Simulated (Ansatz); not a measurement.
# CH5FN2S: a ladder of functionals and wavefunction methods

Aim: compute CH5FN2S with functionals from several rungs and with coupled cluster. The yardstick is the atomisation energy at the CCSD(T) limit.

The runs use Ansatz 0.2.0, Gaussian basis; functionals in def2-TZVPP, the program's frozen cores in correlated methods.

Plan: LDA (SPW92), PBE-D4, revPBE-D4, BLYP-D4, r2SCAN-D4, B97M-V, PBE0-D4, B3LYP-D4, r2SCANh-D4, r2SCAN0-D4, HSE06-D4, BHLYP-D4, CAM-B3LYP-D4, LC-ωPBE, ωB97X-V, ωB97M-V, B2PLYP, PBE-QIDH; CCSD(T)/def2-SVP; CCSD(T)/def2-TZVPP; MP2/def2-QZVPP; extrapolation to the limit; RPA on PBE.

## Step 1: The relaxed structure

An earlier PBE0-D4 in a triple-zeta def2 set relaxation fixed the geometry.

SMILES `NC(N)(F)S`, 10 atoms, charge 0, spin multiplicity 1.

Atoms are counted from 1 here; the program's logs count them from 0.

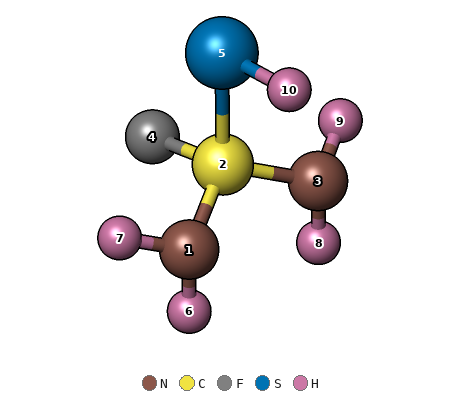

The structure; nitrogen brown, carbon yellow, fluorine grey, sulfur blue, hydrogen pink; atoms are numbered from 1 in the order of the file.

Geometry (Å):

```mol
CH5FN2S
  3D, bonds by distance, orders not assigned

 10  9  0  0  0  0  0  0  0  0999 V2000
   -0.4867    1.1578    0.2075 N   0  0
   -0.0288   -0.0856   -0.2646 C   0  0
    0.0980   -1.0132    0.7853 N   0  0
   -0.9052   -0.5901   -1.2732 F   0  0
    1.5277    0.0844   -1.2009 S   0  0
   -1.3545    1.0661    0.7228 H   0  0
   -0.6113    1.8056   -0.5576 H   0  0
   -0.7678   -1.1139    1.3024 H   0  0
    0.3909   -1.9132    0.4322 H   0  0
    2.2207    0.5508   -0.1509 H   0  0
  1  2  8  0
  2  3  8  0
  2  4  8  0
  2  5  8  0
  1  6  8  0
  1  7  8  0
  3  8  8  0
  3  9  8  0
  5 10  8  0
M  END
```

## Step 2: LDA

This LDA is Slater exchange with PW92 correlation.

in.yaml

```yaml
crystal:
  periodic: [false, false, false]
  atoms:
    - {symbol: N, position_ang: [-0.486714, 1.157841, 0.207541]}
    - {symbol: C, position_ang: [-0.028772, -0.085606, -0.264608]}
    - {symbol: N, position_ang: [0.097994, -1.013164, 0.785331]}
    - {symbol: F, position_ang: [-0.905200, -0.590076, -1.273176]}
    - {symbol: S, position_ang: [1.527747, 0.084411, -1.200946]}
    - {symbol: H, position_ang: [-1.354537, 1.066093, 0.722769]}
    - {symbol: H, position_ang: [-0.611279, 1.805584, -0.557594]}
    - {symbol: H, position_ang: [-0.767750, -1.113857, 1.302392]}
    - {symbol: H, position_ang: [0.390860, -1.913191, 0.432203]}
    - {symbol: H, position_ang: [2.220750, 0.550764, -0.150913]}
basis:
  gaussian: {orbitals: def2-TZVPP}
hamiltonian: {xc: lda}
output: {orbitals: {seedname: orbitals}}
```

The run is started by

```
ansatz run in.yaml --threads 4 --pin off --events-out ev --progress --plain --max-ram 10444MiB
```

The log of the run:

```text
Functional definition: SPW92
  name "SPW92"
  cite "Dirac, Proc. Camb. Phil. Soc. 26, 376 (1930) doi:10.1017/S0305004100016108"
  cite "Slater, Phys. Rev. 81, 385 (1951) doi:10.1103/PhysRev.81.385"
  cite "Perdew & Wang, Phys. Rev. B 45, 13244 (1992) doi:10.1103/PhysRevB.45.13244"
  exchange = slater_x
  correlation = pw_c
1225 factors; their error is unknown
mean field evaluation 1: about -17551.7749 eV, gradient 8.7e1 eV
mean field evaluation 2: about -17473.1108 eV, gradient 1.7e2 eV
mean field evaluation 4: about -17565.0404 eV, gradient 1.8e1 eV
mean field evaluation 8: about -17565.5861 eV, gradient 3.3e-1 eV
mean field evaluation 16: about -17565.5606 eV, gradient 1.0e-3 eV
mean field -17565.56061909 eV, -645.5224463869 hartree, gradient 7.0e-5 eV, S^2 0.000000; 0 other end points of the search recorded, 0 dependent functions left out
reference -17565.56064971 eV, -645.5224475122 hartree; 25, 25 occupied and 211, 211 virtual orbitals, 1225 factors
Total energy: -17565.56064971 eV, -645.5224475122 hartree
```

Run time: 0.65 s. Hardware: 4 threads of Intel Xeon 6975P-C, shared host.

Atomisation energy: 4145.7 kJ/mol (free atoms -17522.594 eV, run apart). HOMO -5.99 eV, LUMO -0.84 eV.

## Step 3: PBE-D4 (GGA)

in.yaml, as its differences from that of step 2:

```diff
@@ -15,3 +15,3 @@
   gaussian: {orbitals: def2-TZVPP}
-hamiltonian: {xc: lda}
-output: {orbitals: {seedname: orbitals}}
+hamiltonian: {xc: pbe, dispersion: d4}
+output: {forces: true, orbitals: {seedname: orbitals}}
```

Launched as before.

The log of the run, cut to the lines that bear on the results:

```text
Functional definition: PBE
  name "PBE"
  cite "Perdew, Burke & Ernzerhof, Phys. Rev. Lett. 77, 3865 (1996) doi:10.1103/PhysRevLett.77.3865"
  parent pbe
[...]
1225 factors; their error is unknown
[...]
mean field -17642.09443097 eV, -648.3350120970 hartree, gradient 2.2e-5 eV, S^2 0.000000; 0 other end points of the search recorded, 0 dependent functions left out
[...]
reference -17642.09446352 eV, -648.3350132932 hartree; 25, 25 occupied and 211, 211 virtual orbitals, 1225 factors
Total energy: -17642.30176241 eV, -648.3426313871 hartree
Atom 0 at    -0.486714     1.157841     0.207541 Å, force     0.218459     0.219977     0.256487 eV/Å
Atom 1 at    -0.028772    -0.085606    -0.264608 Å, force     0.198387     0.137175     0.314421 eV/Å
Atom 2 at     0.097994    -1.013164     0.785331 Å, force     0.262136     0.057567     0.299948 eV/Å
Atom 3 at    -0.905200    -0.590076    -1.273176 Å, force    -0.506442    -0.315678    -0.673750 eV/Å
Atom 4 at     1.527747     0.084411    -1.200946 Å, force     0.226215    -0.051371    -0.421750 eV/Å
Atom 5 at    -1.354537     1.066093     0.722769 Å, force    -0.304290    -0.005035     0.181661 eV/Å
Atom 6 at    -0.611279     1.805584    -0.557594 Å, force    -0.048551     0.225302    -0.246526 eV/Å
Atom 7 at    -0.767750    -1.113857     1.302392 Å, force    -0.290840    -0.055143     0.194837 eV/Å
Atom 8 at     0.390860    -1.913191     0.432203 Å, force     0.094822    -0.306402    -0.105014 eV/Å
Atom 9 at     2.220750     0.550764    -0.150913 Å, force     0.150104     0.093609     0.199685 eV/Å
Dipole moment:    -0.257818     0.018313     0.329776 e Å
```

Wall time 1.5 s (4 threads of Intel Xeon 6975P-C, shared host).

Atomisation energy: 3614.8 kJ/mol (free atoms -17604.837 eV, run apart). HOMO -5.87 eV, LUMO -0.64 eV.

## Step 4: revPBE-D4 (GGA)

in.yaml, as its differences from that of step 3:

```diff
@@ -15,3 +15,3 @@
   gaussian: {orbitals: def2-TZVPP}
-hamiltonian: {xc: pbe, dispersion: d4}
-output: {forces: true, orbitals: {seedname: orbitals}}
+hamiltonian: {xc: {name: revPBE}, dispersion: d4}
+output: {orbitals: {seedname: orbitals}}
```

Same command.

The log of the run:

```text
Functional definition: revPBE
  name "revPBE"
  cite "Zhang & Yang, Phys. Rev. Lett. 80, 890 (1998) doi:10.1103/PhysRevLett.80.890"
  cite "Perdew, Burke & Ernzerhof, Phys. Rev. Lett. 77, 3865 (1996) doi:10.1103/PhysRevLett.77.3865"
  parameter kappa = 1.245
  parameter beta = 0.06672455060314922
  exchange = pbe_x(kappa = kappa, mu = beta*pi^2/3)
  correlation = pbe_c(beta = beta)
1225 factors; their error is unknown
mean field evaluation 1: about -17637.4701 eV, gradient 8.3e1 eV
mean field evaluation 2: about -17564.0440 eV, gradient 1.6e2 eV
mean field evaluation 4: about -17649.5858 eV, gradient 1.6e1 eV
mean field evaluation 8: about -17650.0437 eV, gradient 2.7e-1 eV
mean field evaluation 16: about -17650.0149 eV, gradient 8.6e-4 eV
mean field -17650.01490168 eV, -648.6260840270 hartree, gradient 4.3e-5 eV, S^2 0.000000; 0 other end points of the search recorded, 0 dependent functions left out
reference -17650.01494220 eV, -648.6260855160 hartree; 25, 25 occupied and 211, 211 virtual orbitals, 1225 factors
Total energy: -17650.73342216 eV, -648.6524891676 hartree
```

Wall time 1 s (4 threads of Intel Xeon 6975P-C, shared host).

Atomisation energy: 3503.4 kJ/mol (free atoms -17614.423 eV, run apart). HOMO -5.82 eV, LUMO -0.56 eV.

## Step 5: BLYP-D4 (GGA)

in.yaml, as its differences from that of step 4:

```diff
@@ -15,3 +15,3 @@
   gaussian: {orbitals: def2-TZVPP}
-hamiltonian: {xc: {name: revPBE}, dispersion: d4}
+hamiltonian: {xc: {name: BLYP}, dispersion: d4}
 output: {orbitals: {seedname: orbitals}}
```

The command is unchanged.

The log of the run:

```text
Functional definition: BLYP
  name "BLYP"
  cite "Becke, Phys. Rev. A 38, 3098 (1988) doi:10.1103/PhysRevA.38.3098"
  cite "Lee, Yang & Parr, Phys. Rev. B 37, 785 (1988) doi:10.1103/PhysRevB.37.785"
  parameter beta = 0.0042
  parameter a = 0.04918
  parameter b = 0.132
  parameter c = 0.2533
  parameter d = 0.349
  exchange = b88_x(beta = beta)
  correlation = lyp_c(a = a, b = b, c = c, d = d)
1225 factors; their error is unknown
mean field evaluation 1: about -17637.7578 eV, gradient 9.0e1 eV
mean field evaluation 2: about -17556.4307 eV, gradient 1.7e2 eV
mean field evaluation 4: about -17651.8034 eV, gradient 1.9e1 eV
mean field evaluation 8: about -17652.4132 eV, gradient 3.2e-1 eV
mean field evaluation 16: about -17652.3835 eV, gradient 8.1e-4 eV
mean field -17652.38349210 eV, -648.7131281195 hartree, gradient 4.1e-5 eV, S^2 0.000000; 0 other end points of the search recorded, 0 dependent functions left out
reference -17652.38379763 eV, -648.7131393475 hartree; 25, 25 occupied and 211, 211 virtual orbitals, 1225 factors
Total energy: -17652.85674837 eV, -648.7305199667 hartree
```

Wall time 1 s (4 threads of Intel Xeon 6975P-C, shared host).

Atomisation energy: 3519.1 kJ/mol (free atoms -17616.384 eV, run apart). HOMO -5.74 eV, LUMO -0.56 eV.

## Step 6: r2SCAN-D4 (meta-GGA)

in.yaml, as its differences from that of step 5:

```diff
@@ -15,3 +15,3 @@
   gaussian: {orbitals: def2-TZVPP}
-hamiltonian: {xc: {name: BLYP}, dispersion: d4}
-output: {orbitals: {seedname: orbitals}}
+hamiltonian: {xc: r2scan, dispersion: d4}
+output: {forces: true, orbitals: {seedname: orbitals}}
```

The command is unchanged.

The log of the run, cut to the lines that bear on the results:

```text
Functional definition: r2SCAN
  name "r2SCAN"
  cite "Furness, Kaplan, Ning, Perdew & Sun, J. Phys. Chem. Lett. 11, 8208 (2020) doi:10.1021/acs.jpclett.0c02405"
  cite "Furness, Kaplan, Ning, Perdew & Sun, J. Phys. Chem. Lett. 11, 9248 (2020) doi:10.1021/acs.jpclett.0c03077"
  parent r2scan
[...]
1225 factors; their error is unknown
[...]
mean field -17650.10494399 eV, -648.6293930209 hartree, gradient 1.4e-5 eV, S^2 0.000000; 0 other end points of the search recorded, 0 dependent functions left out
[...]
reference -17650.10495371 eV, -648.6293933781 hartree; 25, 25 occupied and 211, 211 virtual orbitals, 1225 factors
Total energy: -17650.15445148 eV, -648.6312123877 hartree
Atom 0 at    -0.486714     1.157841     0.207541 Å, force     0.008358     0.169596     0.113018 eV/Å
Atom 1 at    -0.028772    -0.085606    -0.264608 Å, force     0.115926     0.090041     0.220756 eV/Å
Atom 2 at     0.097994    -1.013164     0.785331 Å, force     0.073049    -0.070537     0.177037 eV/Å
Atom 3 at    -0.905200    -0.590076    -1.273176 Å, force    -0.270202    -0.166044    -0.350557 eV/Å
Atom 4 at     1.527747     0.084411    -1.200946 Å, force     0.180561     0.011481    -0.139621 eV/Å
Atom 5 at    -1.354537     1.066093     0.722769 Å, force    -0.042834    -0.004521     0.001799 eV/Å
Atom 6 at    -0.611279     1.805584    -0.557594 Å, force    -0.022864    -0.000282    -0.019728 eV/Å
Atom 7 at    -0.767750    -1.113857     1.302392 Å, force    -0.039687    -0.015946     0.004857 eV/Å
Atom 8 at     0.390860    -1.913191     0.432203 Å, force    -0.017645    -0.019768    -0.014564 eV/Å
Atom 9 at     2.220750     0.550764    -0.150913 Å, force     0.015338     0.005980     0.007003 eV/Å
Dipole moment:    -0.262333     0.020597     0.342938 e Å
```

It took 2.1 s on 4 threads of Intel Xeon 6975P-C, shared host.

With the free atoms at this level, -17614.092 eV in sum, the atomisation energy is 3479.5 kJ/mol. HOMO -6.18 eV, LUMO -0.36 eV.

## Step 7: B97M-V (meta-GGA)

in.yaml, as its differences from that of step 6:

```diff
@@ -15,3 +15,3 @@
   gaussian: {orbitals: def2-TZVPP}
-hamiltonian: {xc: r2scan, dispersion: d4}
-output: {forces: true, orbitals: {seedname: orbitals}}
+hamiltonian: {xc: {name: B97M-V}}
+output: {orbitals: {seedname: orbitals}}
```

Launched as before.

The log of the run, cut to the lines that bear on the results:

```text
Functional definition: B97M-V
  name "B97M-V"
  cite "Mardirossian & Head-Gordon, J. Chem. Phys. 142, 074111 (2015) doi:10.1063/1.4907719"
  cite "Becke, J. Chem. Phys. 107, 8554 (1997) doi:10.1063/1.475007"
  cite "Vydrov & Van Voorhis, J. Chem. Phys. 133, 244103 (2010) doi:10.1063/1.3521275"
  # Of w^i u^j: cxij and so on, Table III.
[...]
  gx(w, u) = cx00 + cx01*u + cx02*u^2 + (cx10 + cx11*u)*w
  gss(w, u) = css00 + css02*u^2 + css10*w + (css32*w^3 + css42*w^4)*u^2
  gos(w, u) = cos00 + cos01*u + cos03*u^3 + cos10*w + cos32*w^3*u^2
[...]
      + integral(e_c_pw_mod_opposite_spin*gos(b97_w_opposite, b97_u_opposite)) + vv10(b, c)
1225 factors; their error is unknown
[...]
mean field -17649.93304646 eV, -648.6230759029 hartree, gradient 1.1e-5 eV, S^2 0.000000; 0 other end points of the search recorded, 0 dependent functions left out
reference -17649.93309598 eV, -648.6230777228 hartree; 25, 25 occupied and 211, 211 virtual orbitals, 1225 factors
Total energy: -17649.93309598 eV, -648.6230777228 hartree
```

Run time: 3.4 s. Hardware: 4 threads of Intel Xeon 6975P-C, shared host.

Atomisation energy: 3487.8 kJ/mol (free atoms -17613.784 eV, run apart). HOMO -6.31 eV, LUMO -0.37 eV.

## Step 8: PBE0-D4 (hybrid)

in.yaml, as its differences from that of step 7:

```diff
@@ -15,3 +15,3 @@
   gaussian: {orbitals: def2-TZVPP}
-hamiltonian: {xc: {name: B97M-V}}
+hamiltonian: {xc: pbe0, dispersion: d4}
 output: {orbitals: {seedname: orbitals}}
```

Its log isn't repeated here (it stands with the study of this molecule's fields); it ends on a total energy of -17643.351959 eV.

Atomisation energy: 3500.1 kJ/mol (free atoms -17607.076 eV, run apart). HOMO -7.22 eV, LUMO 0.38 eV.

## Step 9: B3LYP-D4 (hybrid)

B3LYP here takes the VWN-RPA correlation.

in.yaml, as its differences from that of step 8:

```diff
@@ -15,3 +15,3 @@
   gaussian: {orbitals: def2-TZVPP}
-hamiltonian: {xc: pbe0, dispersion: d4}
-output: {orbitals: {seedname: orbitals}}
+hamiltonian: {xc: {name: B3LYP}, dispersion: d4}
+output: {forces: true, orbitals: {seedname: orbitals}}
```

Same command.

The log of the run, cut to the lines that bear on the results:

```text
Functional definition: B3LYP
  name "B3LYP"
  cite "Stephens, Devlin, Chabalowski & Frisch, J. Phys. Chem. 98, 11623 (1994) doi:10.1021/j100096a001"
  cite "Becke, Phys. Rev. A 38, 3098 (1988) doi:10.1103/PhysRevA.38.3098"
  cite "Lee, Yang & Parr, Phys. Rev. B 37, 785 (1988) doi:10.1103/PhysRevB.37.785"
  cite "Vosko, Wilk & Nusair, Can. J. Phys. 58, 1200 (1980) doi:10.1139/p80-159"
[...]
1237 factors; their error is unknown
[...]
mean field -17654.69906682 eV, -648.7982239206 hartree, gradient 3.6e-5 eV, S^2 0.000000; 0 other end points of the search recorded, 0 dependent functions left out
[...]
reference -17654.69929257 eV, -648.7982322169 hartree; 25, 25 occupied and 211, 211 virtual orbitals, 1237 factors
Total energy: -17655.03402134 eV, -648.8105332723 hartree
Atom 0 at    -0.486714     1.157841     0.207541 Å, force    -0.127955     0.207778     0.056301 eV/Å
Atom 1 at    -0.028772    -0.085606    -0.264608 Å, force     0.163599     0.086973     0.160987 eV/Å
Atom 2 at     0.097994    -1.013164     0.785331 Å, force    -0.020858    -0.189802     0.162147 eV/Å
Atom 3 at    -0.905200    -0.590076    -1.273176 Å, force    -0.300576    -0.166256    -0.320601 eV/Å
Atom 4 at     1.527747     0.084411    -1.200946 Å, force     0.277431     0.039776    -0.131384 eV/Å
Atom 5 at    -1.354537     1.066093     0.722769 Å, force    -0.007426     0.038347     0.007264 eV/Å
Atom 6 at    -0.611279     1.805584    -0.557594 Å, force    -0.016663     0.025460     0.030097 eV/Å
Atom 7 at    -0.767750    -1.113857     1.302392 Å, force     0.010741    -0.028816     0.025193 eV/Å
Atom 8 at     0.390860    -1.913191     0.432203 Å, force    -0.006365    -0.012937     0.040305 eV/Å
Atom 9 at     2.220750     0.550764    -0.150913 Å, force     0.028072    -0.000524    -0.030309 eV/Å
Dipole moment:    -0.244805     0.021019     0.326792 e Å
```

Wall time 2.5 s (4 threads of Intel Xeon 6975P-C, shared host); peak memory 0.65 GiB.

Atomisation energy: 3491.4 kJ/mol (free atoms -17618.849 eV, run apart). HOMO -6.98 eV, LUMO 0.09 eV.

## Step 10: r2SCANh-D4 (hybrid)

in.yaml, as its differences from that of step 9:

```diff
@@ -15,3 +15,3 @@
   gaussian: {orbitals: def2-TZVPP}
-hamiltonian: {xc: {name: B3LYP}, dispersion: d4}
-output: {forces: true, orbitals: {seedname: orbitals}}
+hamiltonian: {xc: {name: r2SCANh}, dispersion: d4}
+output: {orbitals: {seedname: orbitals}}
```

Same command.

The log of the run, cut to the lines that bear on the results:

```text
Functional definition: r2SCANh
  name "r2SCANh"
  cite "Bursch, Neugebauer, Ehlert & Grimme, J. Chem. Phys. 156, 134105 (2022) doi:10.1063/5.0086040"
  cite "Furness, Kaplan, Ning, Perdew & Sun, J. Phys. Chem. Lett. 11, 8208 (2020) doi:10.1021/acs.jpclett.0c02405"
  cite "Furness, Kaplan, Ning, Perdew & Sun, J. Phys. Chem. Lett. 11, 9248 (2020) doi:10.1021/acs.jpclett.0c03077"
  parent r2scan
[...]
1225 factors; their error is unknown
[...]
mean field -17649.67564025 eV, -648.6136163994 hartree, gradient 4.2e-5 eV, S^2 0.000000; 0 other end points of the search recorded, 0 dependent functions left out
reference -17649.67564915 eV, -648.6136167266 hartree; 25, 25 occupied and 211, 211 virtual orbitals, 1225 factors
Total energy: -17649.72753218 eV, -648.6155233926 hartree
```

Wall time 3.1 s (4 threads of Intel Xeon 6975P-C, shared host); peak memory 0.58 GiB.

Atomisation energy: 3444.3 kJ/mol (free atoms -17614.030 eV, run apart). HOMO -6.68 eV, LUMO 0.01 eV.

## Step 11: r2SCAN0-D4 (hybrid)

in.yaml, as its differences from that of step 10:

```diff
@@ -15,3 +15,3 @@
   gaussian: {orbitals: def2-TZVPP}
-hamiltonian: {xc: {name: r2SCANh}, dispersion: d4}
+hamiltonian: {xc: {name: r2SCAN0}, dispersion: d4}
 output: {orbitals: {seedname: orbitals}}
```

The command is unchanged.

The log of the run, cut to the lines that bear on the results:

```text
Functional definition: r2SCAN0
  name "r2SCAN0"
  cite "Bursch, Neugebauer, Ehlert & Grimme, J. Chem. Phys. 156, 134105 (2022) doi:10.1063/5.0086040"
  cite "Furness, Kaplan, Ning, Perdew & Sun, J. Phys. Chem. Lett. 11, 8208 (2020) doi:10.1021/acs.jpclett.0c02405"
  cite "Furness, Kaplan, Ning, Perdew & Sun, J. Phys. Chem. Lett. 11, 9248 (2020) doi:10.1021/acs.jpclett.0c03077"
  parent r2scan
[...]
1256 factors; their error is unknown
[...]
mean field -17649.06615479 eV, -648.5912182218 hartree, gradient 4.7e-5 eV, S^2 0.000000; 0 other end points of the search recorded, 0 dependent functions left out
reference -17649.06616248 eV, -648.5912185043 hartree; 25, 25 occupied and 211, 211 virtual orbitals, 1256 factors
Total energy: -17649.12337928 eV, -648.5933211831 hartree
```

Wall time 3 s (4 threads of Intel Xeon 6975P-C, shared host); peak memory 0.58 GiB.

With the free atoms at this level, -17613.950 eV in sum, the atomisation energy is 3393.8 kJ/mol. HOMO -7.42 eV, LUMO 0.56 eV.

## Step 12: HSE06-D4 (hybrid)

HSE06 is the plane-wave form, built on full-range PBE exchange.

in.yaml, as its differences from that of step 11:

```diff
@@ -15,3 +15,3 @@
   gaussian: {orbitals: def2-TZVPP}
-hamiltonian: {xc: {name: r2SCAN0}, dispersion: d4}
+hamiltonian: {xc: hse06, dispersion: d4}
 output: {orbitals: {seedname: orbitals}}
```

Same command.

The log of the run, cut to the lines that bear on the results:

```text
Functional definition: HSE06
  name "HSE06"
  cite "Heyd, Scuseria & Ernzerhof, J. Chem. Phys. 118, 8207 (2003) doi:10.1063/1.1564060"
  cite "Krukau, Vydrov, Izmaylov & Scuseria, J. Chem. Phys. 125, 224106 (2006) doi:10.1063/1.2404663"
  cite "Heyd & Scuseria, J. Chem. Phys. 120, 7274 (2004) doi:10.1063/1.1668634"
  cite "Ernzerhof & Perdew, J. Chem. Phys. 109, 3313 (1998) doi:10.1063/1.476928"
  cite "Perdew, Burke & Ernzerhof, Phys. Rev. Lett. 77, 3865 (1996) doi:10.1103/PhysRevLett.77.3865"
  parent pbe
[...]
  # The whole range is PBE's own exchange, as in plane waves. The composition of these papers is wPBEh.
[...]
1256 factors; their error is unknown
104 factors; integrals over basis functions are off by at most 4.4e-7 eV
[...]
mean field -17642.65820579 eV, -648.3557304396 hartree, gradient 4.3e-5 eV, S^2 0.000000; 0 other end points of the search recorded, 0 dependent functions left out
reference -17642.65823867 eV, -648.3557316479 hartree; 25, 25 occupied and 211, 211 virtual orbitals, 1256 factors
Total energy: -17642.81673093 eV, -648.3615561310 hartree
```

Wall time 2.2 s (4 threads of Intel Xeon 6975P-C, shared host); peak memory 0.58 GiB.

With the free atoms at this level, -17606.506 eV in sum, the atomisation energy is 3503.4 kJ/mol. HOMO -6.82 eV, LUMO 0.00 eV.

## Step 13: BHLYP-D4 (hybrid)

in.yaml, as its differences from that of step 12:

```diff
@@ -15,3 +15,3 @@
   gaussian: {orbitals: def2-TZVPP}
-hamiltonian: {xc: hse06, dispersion: d4}
+hamiltonian: {xc: {name: BHLYP}, dispersion: d4}
 output: {orbitals: {seedname: orbitals}}
```

Launched as before.

The log of the run:

```text
Functional definition: BHLYP
  name "BHLYP"
  cite "Becke, J. Chem. Phys. 98, 1372 (1993) doi:10.1063/1.464304"
  cite "Becke, Phys. Rev. A 38, 3098 (1988) doi:10.1103/PhysRevA.38.3098"
  cite "Lee, Yang & Parr, Phys. Rev. B 37, 785 (1988) doi:10.1103/PhysRevB.37.785"
  parameter a = 0.5
  exchange = (1 - a)*b88_x + a*exact_x
  correlation = lyp_c
1364 factors; their error is unknown
mean field evaluation 1: about -17644.2286 eV, gradient 6.0e1 eV
mean field evaluation 2: about -17644.8065 eV, gradient 5.7e1 eV
mean field evaluation 4: about -17650.5248 eV, gradient 1.9e0 eV
mean field evaluation 8: about -17650.5280 eV, gradient 1.9e-2 eV
mean field evaluation 16: about -17650.5925 eV, gradient 7.2e-5 eV
mean field -17650.59253658 eV, -648.6473117178 hartree, gradient 7.2e-5 eV, S^2 0.000000; 0 other end points of the search recorded, 0 dependent functions left out
reference -17650.59269058 eV, -648.6473173775 hartree; 25, 25 occupied and 211, 211 virtual orbitals, 1364 factors
Total energy: -17650.82658778 eV, -648.6559129409 hartree
```

Wall time 1.8 s (4 threads of Intel Xeon 6975P-C, shared host); peak memory 0.57 GiB.

Atomisation energy: 3329.3 kJ/mol (free atoms -17616.321 eV, run apart). HOMO -8.42 eV, LUMO 1.30 eV.

(Part 1 of 2 ends here.)
